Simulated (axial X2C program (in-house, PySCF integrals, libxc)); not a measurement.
# GeOGe: bond lengths and stretches, held linear

Aim: the two bond lengths and stretching wavenumbers of linear GeOGe, with and without spin–orbit coupling, at PBE0, TPSSh.

The runs use an in-house X2C program for linear molecules on PySCF integrals; all-electron X2C, two-component (2c) or spin-free, Ge dyall-v3z, O dyall-av3z.

All values are calculated.

2 further runs of the same task are left out: 2 set aside as unsound or not needed.

### 1 Input

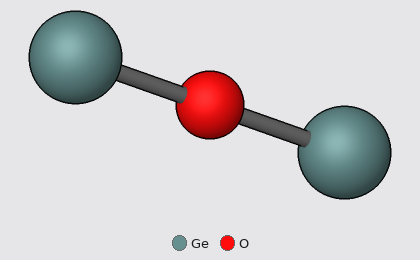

The atoms on one line, bonds 1.840 and 1.840 Å (germanium teal, oxygen red).

Input file task.json:

```json
{
 "zs": [
  32,
  8,
  32
 ],
 "q": 0,
 "bas": [
  "dyall-v3z",
  "dyall-av3z",
  "dyall-v3z"
 ],
 "r0": [
  1.84,
  1.84
 ],
 "symm": 1,
 "scan": [
  "PBE0",
  "HF",
  "TPSSh"
 ],
 "levels": [
  "PBE0",
  "HF",
  "PBE"
 ],
 "nst": 2
}
```

Keys: zs atomic numbers; q charge; bas basis sets; r0 starting distance in Å; symm equal bonds; scan levels of the two-bond scan; levels methods; nst determinants followed.

On the command line:

```bash
> python solin.py task.json out
```

Masses Ge 73.921, O 15.995, Ge 73.921 u.

### 2 Scan at PBE0, 2c

State: Ω = 1 (beyond evenly filled blocks: ω = -1/2, ω = 3/2). Energies above the lowest point, from the job's result record:

```
r(Ge–O) (Å)  r(O–Ge) (Å)  E (meV)
     1.7160       1.7160    53.57
     1.7160       1.7600    19.08
     1.7160       1.8040    22.69
     1.7600       1.7160    19.08
     1.7600       1.7600     0.00
     1.7600       1.8040    18.60
     1.7600       1.8480    64.84
     1.8040       1.7160    22.69
     1.8040       1.7600    18.60
     1.8040       1.8040    51.85
     1.8480       1.7600    64.84
     1.8480       1.8480   186.71
```

A quadratic surface with cubic terms in each bond gives the minimum at 1.759 and 1.759 Å, force constants 3.12, 3.12 and coupling 1.21 mdyn/Å.

### 3 Scan at TPSSh, 2c

State: Ω = 1 (beyond evenly filled blocks: ω = -1/2, ω = 3/2). Energies above the lowest point, from the job's result record:

```
r(Ge–O) (Å)  r(O–Ge) (Å)  E (meV)
     1.7160       1.7160    77.44
     1.7160       1.7600    31.66
     1.7160       1.8040    25.65
     1.7600       1.7160    31.66
     1.7600       1.7600     0.00
     1.7600       1.8040     7.71
     1.7600       1.8480    44.75
     1.8040       1.7160    25.65
     1.8040       1.7600     7.71
     1.8040       1.8040    28.79
     1.8480       1.7600    44.75
     1.8480       1.8480   141.42
```

A quadratic surface with cubic terms in each bond gives the minimum at 1.769 and 1.769 Å, force constants 3.07, 3.07 and coupling 1.10 mdyn/Å.

### 4 Scan at PBE0, spin-free

State: M_S = 1, Λ = 0 (beyond evenly filled blocks: π+α, π-α). Energies above the lowest point, from the job's result record:

```
r(Ge–O) (Å)  r(O–Ge) (Å)  E (meV)
     1.7160       1.7160    52.65
     1.7160       1.7600    18.61
     1.7160       1.8040    22.61
     1.7600       1.7160    18.61
     1.7600       1.7600     0.00
     1.7600       1.8040    19.02
     1.7600       1.8480    65.62
     1.8040       1.7160    22.61
     1.8040       1.7600    19.02
     1.8040       1.8040    52.69
     1.8480       1.7600    65.62
     1.8480       1.8480   188.33
```

A quadratic surface with cubic terms in each bond gives the minimum at 1.759 and 1.759 Å, force constants 3.12, 3.12 and coupling 1.21 mdyn/Å.

### 5 The levels side by side

| level | r(Ge–O) (Å) | r(O–Ge) (Å) | lower stretch (cm⁻¹) | upper stretch (cm⁻¹) |
| --- | --- | --- | --- | --- |
| PBE0, 2c | 1.759 | 1.759 | 315.2 | 670.1 |
| TPSSh, 2c | 1.769 | 1.769 | 309.6 | 680.3 |
| PBE0, spin-free | 1.759 | 1.759 | 315.4 | 670.3 |
| TPSSh, spin-free | 1.769 | 1.769 | 309.7 | 680.4 |

Scans not shown above were run alike.

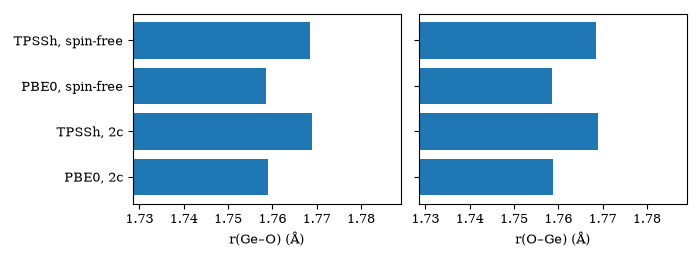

The two bond lengths by level.

In words: Over the levels the Ge–O bond spans 1.759 to 1.769 Å and the O–Ge bond 1.759 to 1.769 Å. At PBE0 spin–orbit coupling leaves both bonds unchanged to 0.001 Å. Each state is one determinant, the lowest of a limited PBE0 search; the stretches come from a fit to few points and are good to some per cent at best. The stretches are sorted by size, and where the two bonds are alike the symmetric and antisymmetric modes can swap order between levels. The molecule was held linear; bending was not examined, so a bent shape may lie lower. Open-shell Ω = 0 determinants with evenly filled partner blocks cannot be reached by this program, so the Ω shown need not be the lowest component. Note: several unpaired electrons, one determinant need not be a pure state.
